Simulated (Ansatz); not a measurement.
**A computed series for hypothetical CdI2 type MgH2: response to strain**

Take MgH2 in the CdI2 type structure (space group P-3m1, No. 164; a = 2.9726 Å, c = 3.9909 Å; a hypothetical phase, not in the database extracts checked) as the base. Axes: x lies along a and z along c of the hexagonal cell.

Strains are applied to the cell and any free atomic positions relax.

Method: Kohn–Sham DFT with the PBEsol-D3(BJ) functional, run in Ansatz (a program for electronic structure) with PAW and 420 eV plane waves, no spin-orbit coupling.

Notes on the quantities. pressure: mean of the normal stresses, compression positive.

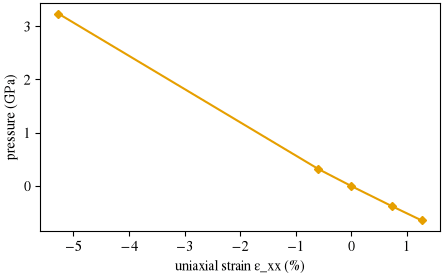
Fig. 1. Pressure against uniaxial strain ε_xx

Problem. From the plot, what is the pressure for uniaxial strain ε_xx = −0.59 %?

Solution. About 0.3 GPa.

Problem. Is the trend monotonic over the range shown?

Solution. Yes, it falls throughout, spanning -0.65 GPa to 3.24 GPa.

Whether these cells are dynamically stable was not tested.
